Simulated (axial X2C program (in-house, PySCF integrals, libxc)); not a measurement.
**IS⁺: relativistic diatomic calculation**

- system: IS⁺, single determinant with M_S = 1 and |Λ| = 0.
- method: HF, spin-free X2C-1e, I dyall-cv3z, S dyall-av3z (cores contracted) (axial X2C program (in-house, PySCF integrals, libxc))

**Results in brief**

- outcome: converged
- bond length rₑ: 2.231 Å
- ωₑ: 437.2 cm⁻¹
- energy at the minimum: −7511.07373 hartree
- depth below the fragments: 1.55 eV
- largest ⟨S²⟩ along the curve: 2.39
- hardware: 1 thread of INTEL XEON PLATINUM @ 2.30GHz (Emerald Rapids), 24 GiB of memory available, shared host
- wall time: 3.9 s
- peak memory: 0.77 GiB

**Remarks**

Hartree–Fock lacks correlation, so it usually binds too weakly. ⟨S²⟩ reaches 2.39 where a pure state of this multiplicity has 2.00, so the determinant is spin-contaminated.

**The input**
```
{"zs": [53, 16], "q": 1, "bas": ["dyall-cv3z", "dyall-av3z"], "levels": ["PBE0", "HF", "r2SCAN0"], "cc": true, "r0": 2.36, "thr": -2.0, "nmax": 90, "npts": 10, "nst": 2, "ntry": 6}
```

The line is the task of a batch: nuclear charges, charge, bases, the levels to run, a first guess of the distance and further settings. This report covers HF without spin-orbit coupling. The log is that of the reference distance 2.23 Å.

Launched within a batch (the task file carries these settings):
```bash
python <driver script> task.json out
```

**Output**
```
spin-free X2C-1e  HF
basis functions 186  fitting functions 946  grid points 5080
iter        total energy     max residual
   1      -7511.042119215     3.51e-01
   2      -7511.069532763     1.05e-02
   3      -7511.071875387     2.40e-02
   4      -7511.072981656     1.25e-02
   5      -7511.073468889     2.43e-03
   6      -7511.073670194     4.93e-03
   7      -7511.073722260     1.88e-03
   8      -7511.073729941     2.00e-04
   9      -7511.073730738     2.14e-04
  10      -7511.073730865     6.16e-05
  11      -7511.073730892     2.64e-05
  12      -7511.073730902     2.61e-05
  13      -7511.073730907     1.00e-05
  14      -7511.073730908     3.37e-06
  15      -7511.073730908     1.70e-06
converged
one-electron -10686.22524590  Coulomb 3179.18189899  exact exchange -205.26010366  xc functional 0.00000000  nuclear repulsion 201.22971967
correlated 12  virtual 246  natural virtual 89  E(MP2) -0.274416311  MP2 remainder -0.010074730
iter   CCSD correlation   residual
   1     -0.282698663   1.42e-01
   2     -0.292792621   6.28e-02
   3     -0.296570635   3.68e-02
   4     -0.297556046   2.00e-02
   5     -0.298061159   8.96e-03
   6     -0.298061199   2.74e-03
   7     -0.298068263   7.00e-04
   8     -0.298068292   2.05e-04
   9     -0.298066265   6.67e-05
  10     -0.298066870   2.51e-05
  11     -0.298066591   8.71e-06
  12     -0.298066747   3.56e-06
  13     -0.298066713   1.42e-06
  14     -0.298066700   5.57e-07
(T) -0.016172958347173312  T1 0.0614  D1 0.1403  max T2 0.082
```

**The points of the curve**

```
R (Å)   E (hartree)  dipole (D; origin at the first atom, positive when the second is positive)  highest filled (eV)  lowest empty (eV)
1.940  −7511.024180                                                                        2.93               −17.00              −6.71
2.029  −7511.053662                                                                        3.41               −17.17              −6.89
2.096  −7511.065851                                                                        3.83               −17.25              −7.02
2.163  −7511.071972                                                                        4.29               −17.28              −7.12
2.230  −7511.073731                                                                        4.78               −17.25              −7.19
2.308  −7511.072066                                                                        5.34               −17.15              −7.23
2.386  −7511.067936                                                                        5.86               −17.02              −7.23
2.486  −7511.060835                                                                        6.41               −16.85              −7.18
2.609  −7511.051581                                                                        7.05               −16.65              −7.11
2.788  −7511.040256                                                                        8.30               −16.28              −7.17
```

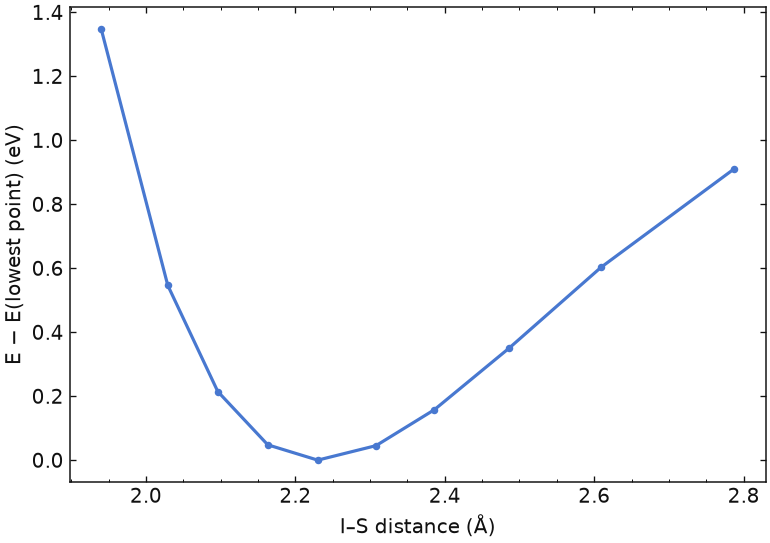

Figure 1. Energy at 10 bond lengths, for one set of occupations held fixed; the line joins the points. A polynomial of degree 6 through 9 points gives rₑ = 2.231 Å, ωₑ = 437.2 cm⁻¹, ωₑxₑ = 3.0 cm⁻¹ and Bₑ = 0.1326 cm⁻¹. The minimum lies 1.55 eV below I + S⁺, each computed as one determinant at the same level.

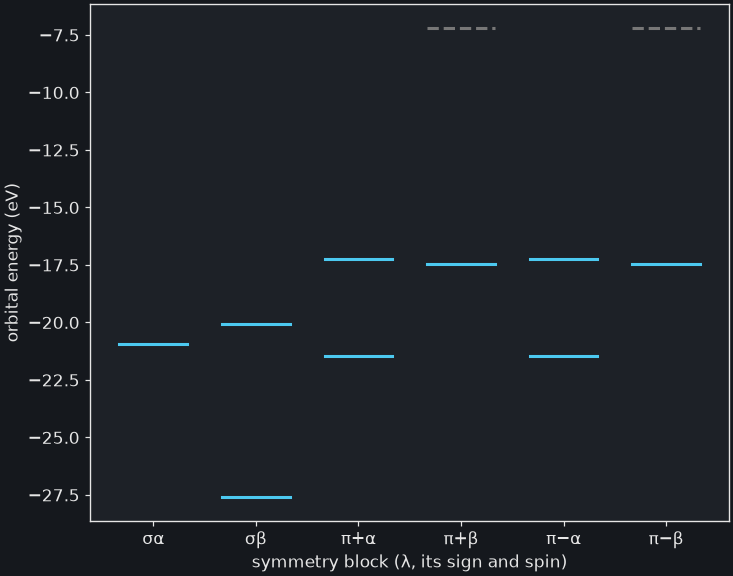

Figure 2. Orbital energies near the frontier at 2.23 Å, filled (solid) and empty (dashed); a label such as π−α means λ = −1 and α spin. The highest filled orbital (π+α; 74 % I p, 16 % S p) lies at −17.25 eV, the lowest empty one (π−β; 70 % S p, 19 % I p) at −7.19 eV.
